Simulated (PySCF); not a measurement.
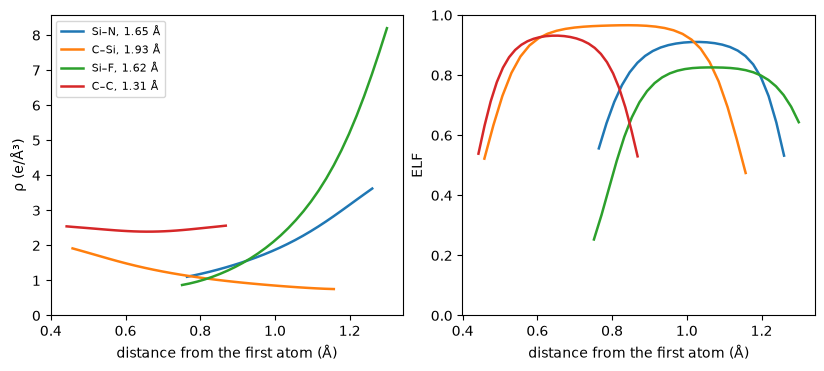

Figure. C$_{2}$H$_{5}$FNSi (doublet). Total electron density and electron localisation function along straight lines between neighbouring atoms. The curves leave out the atomic cores.

Geometry: GFN2-xTB.

Computed with UKS B3LYP, pcH-1 on C F H N Si, non-relativistic, mean-field spin-orbit, GIAO (PySCF).

```xyz
10

C     1.4198    0.3459    0.9581
C     0.8724    0.1976   -0.2234
Si   -1.0396    0.1519   -0.4755
N    -1.2942   -1.3463   -1.1254
F    -1.6289    0.5681    0.9801
H     2.4924    0.4091    1.0871
H     0.8366    0.4271    1.8609
H     1.4361    0.0890   -1.1334
H    -1.3776    1.2817   -1.3221
H    -1.7082   -2.1194   -0.6290
```

> Compare the contacts.

Si–N (1.65 Å): ρ is about 1.3 e/Å³ halfway; the ELF peaks at about 0.90 between the atoms (a polar covalent bond).
C–Si (1.93 Å): ρ at the midpoint is about 0.89 e/Å³; the ELF peaks at about 0.95 between the atoms; a shared electron pair.
Si–F (1.62 Å): ρ at the midpoint is about 1 e/Å³; the ELF peaks at about 0.85 in the valence shell of F, 0.6 Å from its nucleus, and is about 0.50 at the midpoint.
C–C (1.31 Å): ρ is about 2.4 e/Å³ halfway; the ELF peaks at about 0.95 between the atoms; a short, multiple covalent bond.
